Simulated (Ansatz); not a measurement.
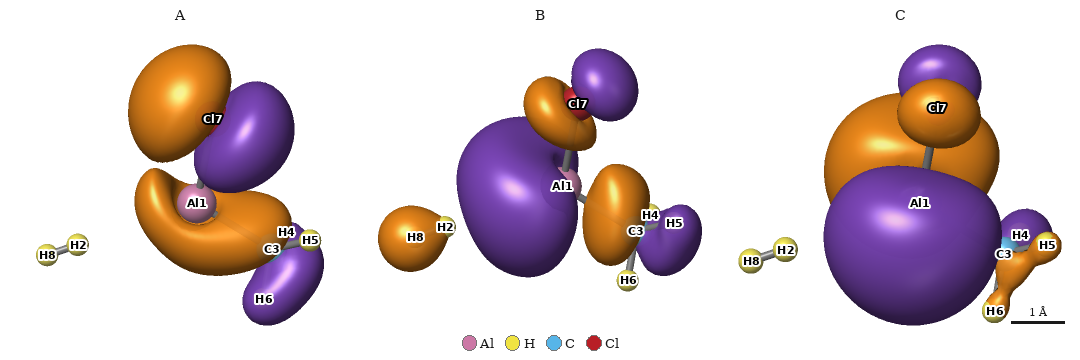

Figure 1: CH₃AlCl···H₂ (doublet). Three frontier orbitals at ±0.08 Å⁻³ᐟ² (orange and purple are the two phases), in no order.

Not at a stationary point (largest force 1.5 eV/Å).

Method: UKS PBE0-D4/6-31G* (Ansatz 0.2.0).

Input file:

```
crystal:
  periodic: [false, false, false]
  atoms:
    - { symbol: Al, position_ang: [0.0, 0.0, 0.0] }
    - { symbol: H, position_ang: [0.0, 0.0, 1.81] }
    - { symbol: C, position_ang: [1.706, 0.0, -0.985] }
    - { symbol: H, position_ang: [2.0356, -1.0462, -1.1552] }
    - { symbol: H, position_ang: [1.5695, 0.508, -1.9624] }
    - { symbol: H, position_ang: [2.4756, 0.5381, -0.3932] }
    - { symbol: Cl, position_ang: [-1.9312, 0.0, -1.115] }
    - { symbol: H, position_ang: [0.0, 0.0, 2.77] }
magnetization:
  spin_polarized: true
  initial_magnetization: 1
basis:
  gaussian: { orbitals: "6-31G*" }
hamiltonian:
  xc: pbe0
  dispersion: d4
relax:
  f_tol: 0.15
  max_steps: 25
  restrain:
    - { distance: [1, 7], at: 0.66, k: 30.0 }
    - { distance: [0, 1], at: 2.76, k: 30.0 }
output:
  orbitals: {}
```

Run with:

```sh
ansatz run input.yaml --threads 1 --pin off --max-ram 2048MiB --backend cpu --events-out ev --progress --plain --runs-dir out
```

The fields are those of the run's last geometry, not of the input's.

**Which picture is the HOMO−1, the HOMO and the LUMO? All are α orbitals.**

A is the HOMO−1 (α) (−8.89 eV). It lies mainly on Cl7 (about 70 %), Al1 (about 15 %) and C3 (about 10 %); largely a lone pair of Cl7. B is the HOMO (α) (−5.68 eV). It lies mainly on Al1 (about 60 %), C3 (about 15 %) and Cl7 (about 10 %). C is the LUMO (α) (−1.59 eV). It lies mainly on Al1 (about 80 %) and Cl7 (about 10 %).

**What is the gap between the highest occupied and lowest empty α orbitals?**

4.09 eV between the orbital energies.
